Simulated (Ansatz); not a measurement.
**ClGeH₃O₂···H₂: density, localisation and related maps**

```yaml
atoms:
  - { symbol: Ge, position_ang: [-0.1169, -0.1290, 0.0113] }
  - { symbol: Cl, position_ang: [-0.3153, -0.2369, 2.2053] }
  - { symbol: H, position_ang: [1.3460, -0.0688, -0.3901] }
  - { symbol: O, position_ang: [-0.9370, 1.2758, -0.6558] }
  - { symbol: H, position_ang: [-1.8877, 1.1178, -0.7473] }
  - { symbol: O, position_ang: [-0.9546, -1.5703, -0.5773] }
  - { symbol: H, position_ang: [-1.2400, -2.1383, 0.1525] }
  - { symbol: H, position_ang: [1.0621, 2.2039, 0.8841] }
  - { symbol: H, position_ang: [1.0427, 1.8376, 1.5001] }
```

Not at a stationary point (largest force 1.7 eV/Å).

These are results of RKS r2SCAN-D4/def2-SVP (Ansatz), not measurements.

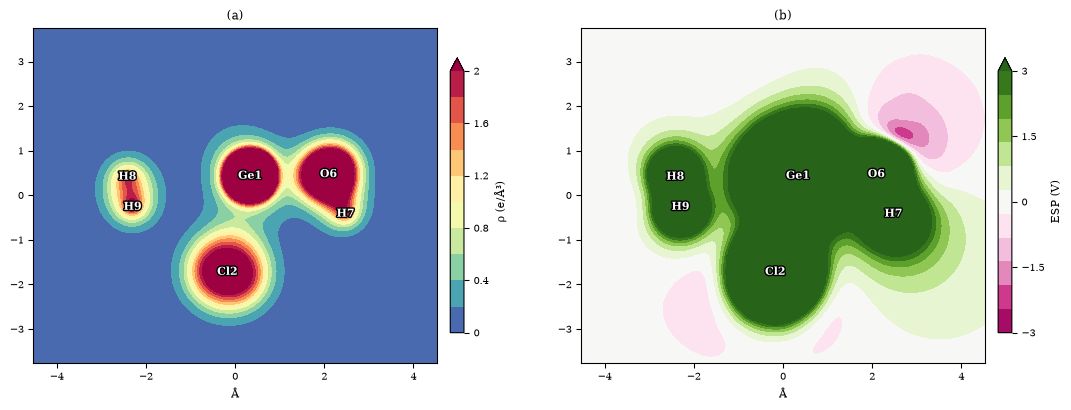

Figure 1. (a) total electron density; (b) molecular electrostatic potential on the plane of atoms Cl2, Ge1 and O6.

Question: Read the bonding off the picture.

Answer:
- The section cuts through Ge, Cl, O and H sites.
- Ge1···H9 (2.73 Å): the density falls to about 0.08 e/Å³ on the way.
- Ge–O (1.77 Å): the density is about 0.97 e/Å³ at the midpoint.
- Ge–Cl (2.21 Å): the density is about 0.66 e/Å³ at the midpoint.
- H–H (0.72 Å): the density is about 1.9 e/Å³ at the midpoint.
- O–H (0.97 Å): ρ at the midpoint is about 3.6 e/Å³.
- Outside the dense part of the complex the potential is most negative (−2.1 V) near O6.

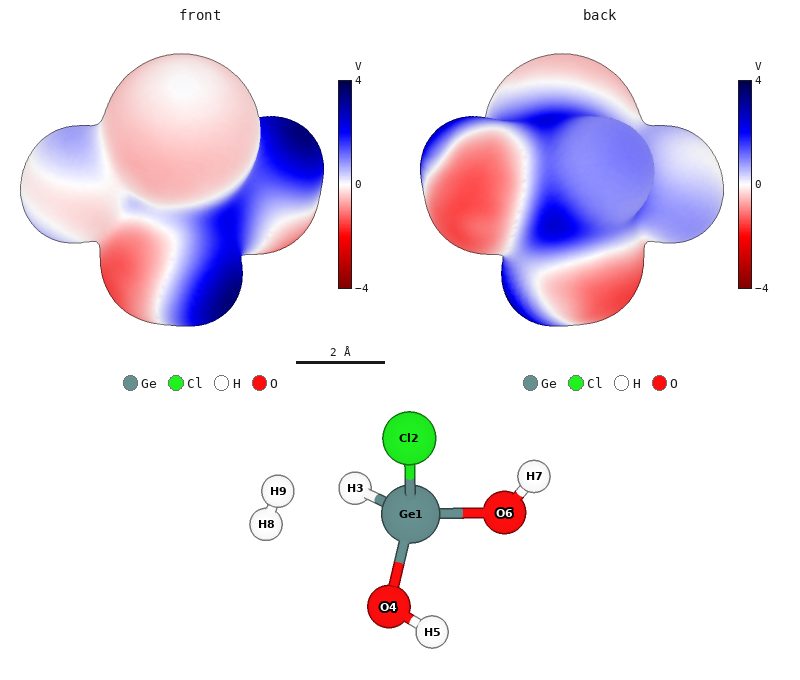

Figure 2. The molecular electrostatic potential painted on the density surface at 0.004 e/bohr³, seen from the front and from behind; red is negative and blue positive. The bare structure is drawn below in the same view.

Question: Which sites attract a positive test charge, and which a negative one?

Answer: A positive charge is drawn to the negative regions and a negative charge to the positive ones. The most negative region (about −1.5 V) lies over O4 and O6, the most positive (about +3.4 V) over H5 and H7.

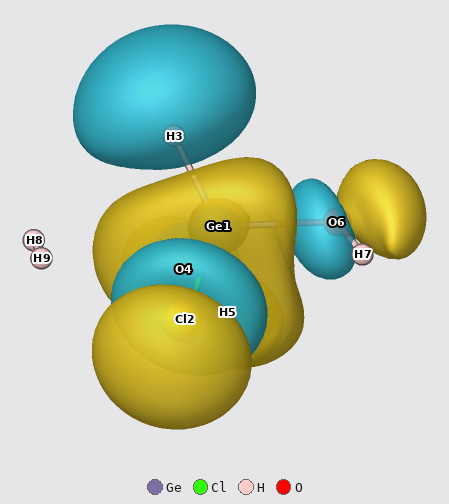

Figure 3. One frontier orbital at ±0.06 Å⁻³ᐟ² (yellow and cyan are the two phases), seen from one side.

Question: Which orbital is it: HOMO or LUMO?

Answer: The LUMO, at −0.78 eV. By Hirshfeld shares it lies mainly on Ge1 (about 35 %), Cl2 (about 25 %), H3 (about 15 %), O4 (about 10 %) and O6 (about 10 %).
